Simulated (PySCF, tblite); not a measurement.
# C₇H₁₆BN: geometry, infrared bands and NMR shifts

Wanted: the infrared bands and NMR shifts of C₇H₁₆BN (`CN(C)B1CCCCC1`), by calculation.

Programs: tblite 0.8.0 and PySCF 2.14.0, with density-fitted response routines of our own. Each step states its level of theory. These are calculated values for one molecule in the gas phase, unless marked as measured. Atoms count from 0, in the outputs and in this text.

### Step 1. The starting structure

25 atoms, charge 0, multiplicity 1; geometry from: force field or distance geometry start.

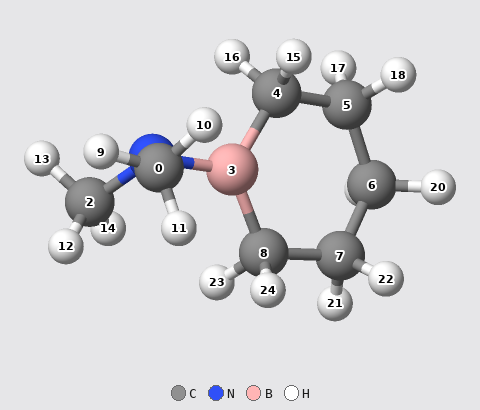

The starting geometry (carbon grey, nitrogen blue, boron pink, hydrogen white), atoms numbered.

### Step 2. Geometry optimisation with GFN2-xTB

What the job is given:

```
{"job": {"kind": "relax", "xc": "GFN2-xTB", "basis": "xTB"}, "charge": 0, "multiplicity": 1}
C     -2.540200    -1.020800     0.804200
N     -1.775200     0.203300     0.782400
C     -2.393000     1.271400     0.076600
B     -0.322600    -0.026100     0.354300
C      0.769100    -0.004200     1.475400
C      2.174000    -0.027300     1.043900
C      2.536100    -0.003700    -0.376700
C      1.544900    -0.265000    -1.411100
C      0.111400    -0.077400    -1.135600
H     -3.549300    -0.817000     1.234400
H     -2.025700    -1.734500     1.483200
H     -2.568600    -1.450600    -0.204600
H     -3.251900     0.890300    -0.520300
H     -2.760000     2.002200     0.841200
H     -1.659400     1.841000    -0.521800
H      0.585100    -0.861400     2.173300
H      0.597600     0.925800     2.078400
H      2.695800     0.833100     1.539800
H      2.655800    -0.922900     1.524500
H      3.030800     0.978300    -0.591000
H      3.358900    -0.746900    -0.520200
H      1.792300     0.372200    -2.299200
H      1.689300    -1.308600    -1.776300
H     -0.241900     0.861900    -1.630700
H     -0.464400    -0.888900    -1.636200
```

Started as:

```console
$ OMP_NUM_THREADS=1 python probes_run.py task.json out
```

One launch serves the whole session: the jobs run in the order shown.

**Question.** This job is followed by: GFN2-xTB harmonic vibrations, gas phase; GIAO PBE0/pcSseg-1 NMR shielding, non-relativistic, gas phase. What will the session give for the following? strongest single infrared mode (GFN2-xTB); zero-point energy (GFN2-xTB); ¹³C shifts against TMS (PBE0/pcSseg-1, means over atoms taken as alike); ¹H shifts against TMS (PBE0/pcSseg-1, means over atoms taken as alike); ¹⁵N shifts against NH3 (PBE0/pcSseg-1); ¹¹B shifts against BF3·OEt2 (PBE0/pcSseg-1).

The runs gave:

```
                                                               quantity                       value
                              strongest single infrared mode (GFN2-xTB)       2978 cm⁻¹, 159 km/mol
                                           zero-point energy (GFN2-xTB)              141.0 kcal/mol
¹³C shifts against TMS (PBE0/pcSseg-1, means over atoms taken as alike)  41.3, 31.6, 30.1, 19.3 ppm
 ¹H shifts against TMS (PBE0/pcSseg-1, means over atoms taken as alike)  2.87, 1.62, 1.39, 0.98 ppm
                                 ¹⁵N shifts against NH3 (PBE0/pcSseg-1)                   118.1 ppm
                            ¹¹B shifts against BF3·OEt2 (PBE0/pcSseg-1)                    40.9 ppm
```

What this shows: Over 136 steps the energy fell by 2.286 eV; of the close pairs, N1–B3 changed most, 1.532 to 1.390 Å. No mode is imaginary among the 69: a minimum at this level. The strongest single mode, at 2978 cm⁻¹, moves mainly H19. GFN2-xTB is a fitted tight-binding method: band positions and strengths are rough. Its intensities can rank the bands wrongly. The most deshielded carbon is C0, C2 (mean) (methyl carbon bonded to N), at 41.3 ppm: deshielded by the electronegative neighbour. H9, H10, H11, H12, H13, H14 (mean) (hydrogen on a methyl carbon bonded to N) lies farthest downfield among hydrogen, at 2.87 ppm; its carbon carries N, an electronegative neighbour. At PBE0/pcSseg-1: The largest span, 172 ppm, is at N1, where the paramagnetic term is -175 ppm.
